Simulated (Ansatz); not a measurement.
```xyz
12
Lattice="3.8950 0.0000 0.0000 0.0000 3.8950 0.0000 0.0000 0.0000 16.5143" Properties=species:S:1:pos:R:3 pbc="T T T"
Al    1.9475    1.9475    2.7526
Al    0.0000    0.0000   11.0098
Al    0.0000    0.0000    5.5046
Al    1.9475    1.9475   13.7617
Ga    0.0000    0.0000    0.0000
Ga    1.9475    1.9475    8.2572
P     1.9475    0.0000    6.8749
P     0.0000    1.9475   15.1321
P     1.9475    0.0000    1.3824
P     0.0000    1.9475    9.6394
P     0.0000    1.9475    4.1286
P     1.9475    0.0000   12.3858
```

Space group I-4m2; a structure generated by program, which may or may not match a known phase; computed pressure about −4 GPa in this cell.

These are results of Ansatz, DFT LDA, scalar-relativistic, plane waves, PAW, not measurements.

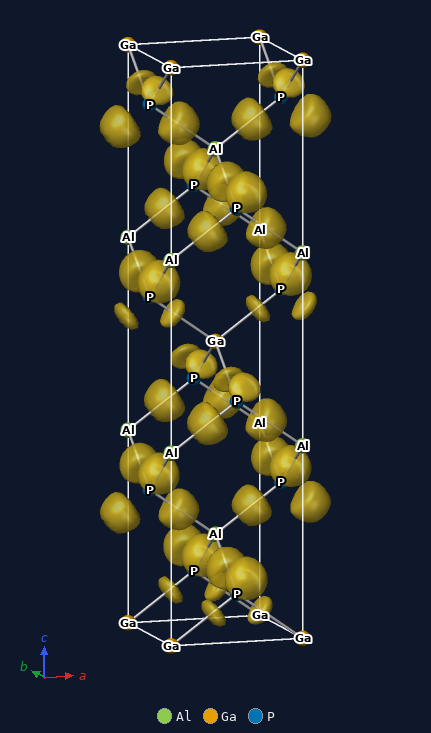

Al2GaP3. Isosurface of the electron localisation function at 0.85 (yellow), seen slightly off an axis. Core shells and regions of very low density are left out. Sticks mark near contacts.

In a PAW calculation such maps are meaningful between the atoms, not at the nuclei.

Q: Identify the bonds, lone pairs and shells in this picture.

A: The surface consists of 16 regions between bonded Al–P atoms (shared pairs) and eight lobes of the valence shell of P pointing towards Ga (polar bonds), counted in one cell of 12 atoms. Any copies at cell faces, edges or corners count once.

Values along the shortest contacts:
Al–P (2.38 Å): the ELF peaks at about 0.95 between the atoms (a shared electron pair). Ga–P (2.39 Å): the ELF peaks at about 0.90 in the valence shell of P, 0.9 Å from its nucleus, and is about 0.75 at the midpoint.

Q: What Bader charges does the calculation give?

A: Electrons move from Al and Ga towards P. Bader charges: Al +2.01, Ga +0.75 and P −2.01 to −1.38 e.
